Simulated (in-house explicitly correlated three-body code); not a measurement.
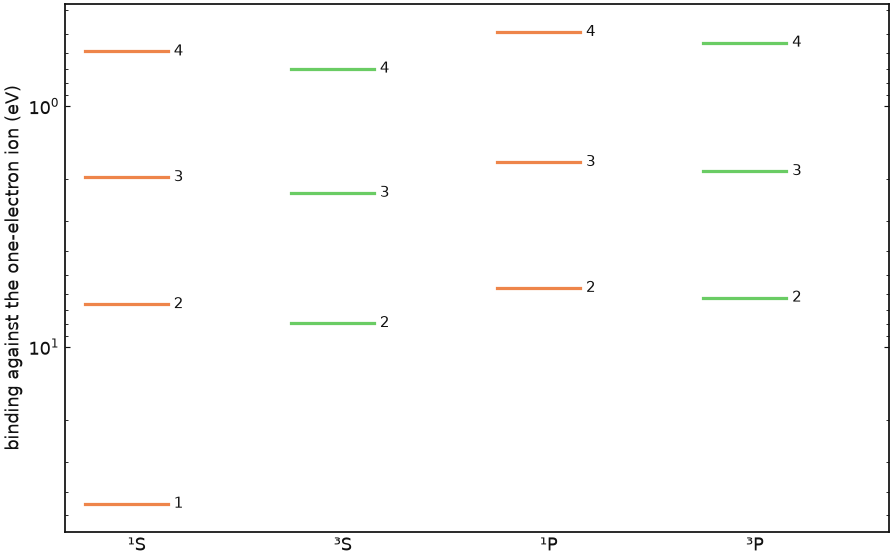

Two electrons around a point charge Z = 2.5, with all interactions Yukawa-screened by 0.05 bohr⁻¹. Computed variationally in 260 exponentially correlated functions with an in-house code, non-relativistic, converged to about 10⁻⁷ hartree. The plot shows the bound S and P states that converged, by term and principal number n, on a logarithmic scale of binding.

Q: How do singlets and triplets lie?

A: The ground state is bound by 44.7 eV. The n = 2 states drawn run, from the deepest, 2 ³S (7.95 eV), 2 ¹S (6.63 eV), 2 ³P (6.23 eV), 2 ¹P (5.68 eV). Exchange puts 2 ³S below 2 ¹S by 1.32 eV and 2 ³P below 2 ¹P by 0.553 eV.
